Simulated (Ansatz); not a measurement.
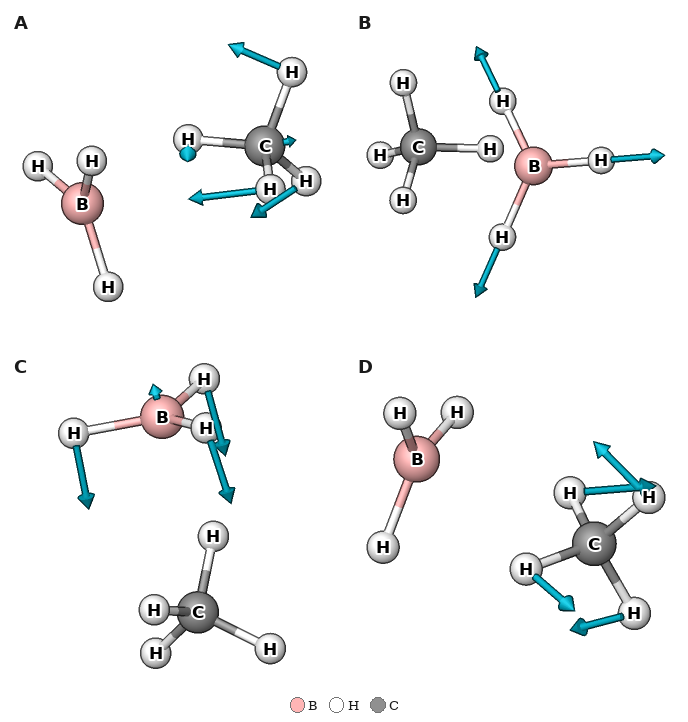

4 normal modes of one molecule or complex, as arrows. Harmonic vibrations computed with RKS PBE0-D4/def2-TZVP (Ansatz 0.2.0) at a stationary point of the same level.

Question: Match the panels to the wavenumbers 1115 cm⁻¹, 1320 cm⁻¹, 1551 cm⁻¹, 2550 cm⁻¹.

Answer: A: 1320 cm⁻¹, H–C–H bending
B: 2550 cm⁻¹, in-phase stretching of 3 B–H bonds
C: 1115 cm⁻¹
D: 1551 cm⁻¹, H–C–H bending
